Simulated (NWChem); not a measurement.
# CHF2O (SMILES [O]C(F)F): levels of theory compared

Wanted: a comparison of 4 runs (UCCSD(T)/MINI, UCCSD(T)/SBKJC-VDZ, UCCSD(T)/LANL2DZ, UCCSD(T)/MIDI!) of CHF2O. 

The calculation is run with NWChem 7.3.0.

### Step 1. The molecule

The species is CHF2O (5 atoms), meant as a doublet with charge 0. SMILES: `[O]C(F)F`. The shape is that of a PBE0-D4/def2-TZVP optimisation.

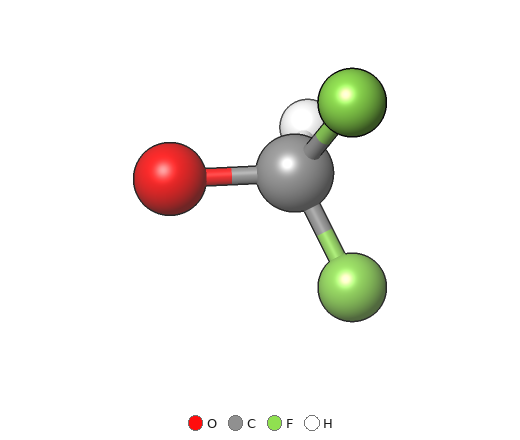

The structure, seen from a chosen angle (oxygen red, carbon grey, fluorine green, hydrogen white).

### Step 2. The energy at UCCSD(T)/MINI (run 1)

The input, run.nw:

```
start run
memory stack 880 mb heap 220 mb global 1100 mb
charge 0

geometry units angstroms noautosym nocenter noautoz
  O       -0.541600      -0.387700       1.137900
  C        0.011000       0.001200       0.004100
  F        1.102700      -0.708000      -0.342800
  F       -0.825400      -0.034200      -1.051500
  H        0.303300       1.055000       0.210800
end

basis spherical bse
  * library MINI
end

scf
  doublet
  uhf
  thresh 1e-08
  maxiter 80
  noprint "final vectors analysis"
end

tce
  scf
  ccsd(t)
  freeze core 4
  maxiter 60
end

task tce energy
```

The run is started by

```console
$ nwchem run.nw > run.out
```

Output:

```text
[...]
  functions       =    21
[...]
  wavefunction    = UHF
[...]
         Total SCF energy =   -309.997463008510
      One electron energy =   -678.703136251733
      Two electron energy =    243.333978940903
 Nuclear repulsion energy =    125.371694302321
                       Sz =      0.5000
                 Sz(Sz+1) =      0.7500
                      S^2 =      0.7547
[...]
         Wavefunction type : Unrestricted Hartree-Fock
          No. of electrons :    33
[...]
         Spin multiplicity : doublet
[...]
 CCSD total energy / hartree       =      -310.110128092388209
[...]
 CCSD[T] total energy / hartree       =      -310.114140871190330
[...]
 CCSD(T) total energy / hartree       =      -310.113690132027500
[...]
```

Run time: 1.7 s. Hardware: 1 thread of Intel Xeon Platinum 8488C (Sapphire Rapids), shared host; peak memory 0.1 GiB.

### Step 3. A single-point energy at UCCSD(T)/SBKJC-VDZ (core potential) (run 2)

The input, test.nw:

```
start test
title "CHF2O"
memory total 2200 mb

geometry units angstrom noautosym nocenter noautoz
   O    -0.541600   -0.387700    1.137900
   C     0.011000    0.001200    0.004100
   F     1.102700   -0.708000   -0.342800
   F    -0.825400   -0.034200   -1.051500
   H     0.303300    1.055000    0.210800
end

basis spherical bse
   * library SBKJC-VDZ
end

ecp bse
   O library SBKJC-VDZ
   C library SBKJC-VDZ
   F library SBKJC-VDZ
end

scf
   doublet
   uhf
   thresh 1e-08
   maxiter 80
   print low
end

tce
   scf
   ccsd(t)
   maxiter 60
end

task tce energy
```

The run is started by

```console
$ nwchem test.nw > test.out
```

Output:

```text
[...]
  functions       =    34
[...]
  wavefunction    = UHF
[...]
         Total SCF energy =    -69.338267260302
      One electron energy =   -256.399012566010
      Two electron energy =    116.325350259740
 Nuclear repulsion energy =     70.735395045967
                       Sz =      0.5000
                 Sz(Sz+1) =      0.7500
                      S^2 =      0.7565
[...]
         Wavefunction type : Unrestricted Hartree-Fock
          No. of electrons :    25
[...]
         Spin multiplicity : doublet
[...]
 CCSD total energy / hartree       =       -69.686058249329378
[...]
 CCSD[T] total energy / hartree       =       -69.696783699449099
[...]
 CCSD(T) total energy / hartree       =       -69.694795390948940
[...]
```

Wall time 11 s (1 thread of Intel Xeon Platinum 8488C (Sapphire Rapids), shared host); peak memory 0.46 GiB.

Run 3 isn't shown in full; the table further down has it.

### Step 4. A single-point energy at UCCSD(T)/MIDI! (run 4)

The input, work.nw:

```
start work
title "CHF2O energy"
memory stack 880 mb heap 220 mb global 1100 mb
geometry units angstroms noautosym nocenter noautoz
  O    -0.541600   -0.387700    1.137900
  C     0.011000    0.001200    0.004100
  F     1.102700   -0.708000   -0.342800
  F    -0.825400   -0.034200   -1.051500
  H     0.303300    1.055000    0.210800
end
basis "ao basis" spherical bse
  * library "MIDI!"
end
scf
  doublet
  uhf
  thresh 1e-08
  maxiter 80
  print low
end
tce
  scf
  ccsd(t)
  freeze core 4
  maxiter 60
end
task tce
```

The run is started by

```console
$ nwchem work.nw > work.out
```

Output:

```text
[...]
  functions       =    53
[...]
  wavefunction    = UHF
[...]
         Total SCF energy =   -310.408361788288
      One electron energy =   -680.327284723505
      Two electron energy =    244.547228632896
 Nuclear repulsion energy =    125.371694302321
                       Sz =      0.5000
                 Sz(Sz+1) =      0.7500
                      S^2 =      0.7565
[...]
         Wavefunction type : Unrestricted Hartree-Fock
          No. of electrons :    33
[...]
         Spin multiplicity : doublet
[...]
 CCSD total energy / hartree       =      -311.011948893197768
[...]
 CCSD[T] total energy / hartree       =      -311.024096374040710
[...]
 CCSD(T) total energy / hartree       =      -311.023002287339807
[...]
```

It took 41 s on 1 thread of Intel Xeon Platinum 8488C (Sapphire Rapids), shared host; peak memory 0.49 GiB.

### Step 5. All runs side by side

```csv
run,level,frozen core orbitals,core potential,energy (Eh),correlation energy (mEh),(T) correction (mEh),⟨S²⟩,wall time
1,UCCSD(T)/MINI,4,–,-310.113690,-116.2,-3.56,0.755,1.7 s
2,UCCSD(T)/SBKJC-VDZ (core potential),0,SBKJC-VDZ,-69.694795,-356.5,-8.74,0.756,11 s
3,UCCSD(T)/LANL2DZ,4,–,-312.512149,-405.9,-8.80,0.757,15 s
4,UCCSD(T)/MIDI!,4,–,-311.023002,-614.6,-11.05,0.756,41 s
```

### Step 6. Summary of results

```
                                          quantity          value
                               run 4: total energy  -311.02300 Eh
run 4: correlation energy (4 core orbitals frozen)     -614.6 mEh
                             run 4: (T) correction     -11.05 mEh
          run 4: ⟨S²⟩ of the reference determinant          0.756
```

In words: Some runs of one species differ in core potentials or relativity; totals across that change don't compare. In run 1 the basis is minimal, so the values are rough. All runs together took 68 s, the longest 41 s.
